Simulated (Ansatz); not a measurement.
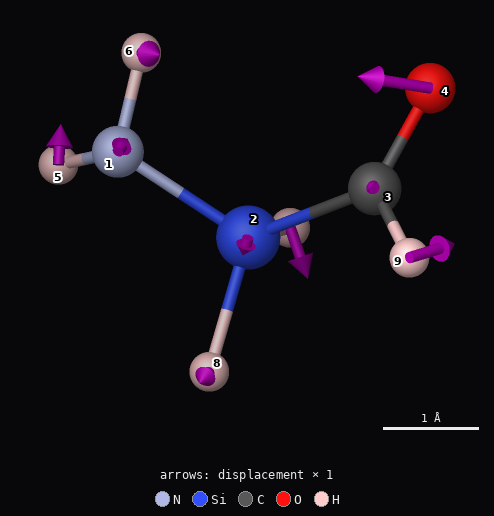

A relaxation of CH₅NOSi. The starting structure is drawn; purple arrows show the displacements, at their true length. The two geometries are superimposed by the best rigid fit.

The picture is a ball-and-stick view, seen at a tilt.

The run prepares an end point of a later path (torsion) calculation, from a guessed geometry.

Method: RKS PBE-D4/def2-SVP (Ansatz 0.2.0). Set-up: no spin polarisation; force threshold 0.015 eV/Å; at most 40 steps.

> Describe the change and its energy.

The largest move after the best rigid fit is that of the O atom, 0.90 Å. By element the largest moves are O 0.90 Å, H 0.73 Å, N 0.25 Å, Si 0.23 Å, C 0.11 Å. Some distances before and after: C–Si 1.857 → 1.946 Å, N–Si 1.647 → 1.729 Å, H–N 1.074 → 1.027 Å, H–N 1.058 → 1.020 Å. Bond angles that change, for instance: Si–N–H 111.1° → 124.4°, N–Si–C 113.3° → 100.8°, H–N–H 100.9° → 112.5°. Groups turn about C–Si by about 60°. The energy falls by 14.9 kcal/mol in 17 accepted moves (20 points after the start). Largest force component: 4.2 eV/Å at the start, 0.0067 eV/Å at the end. The line search rejected the trial steps at points 8, 11, 19 of the run.
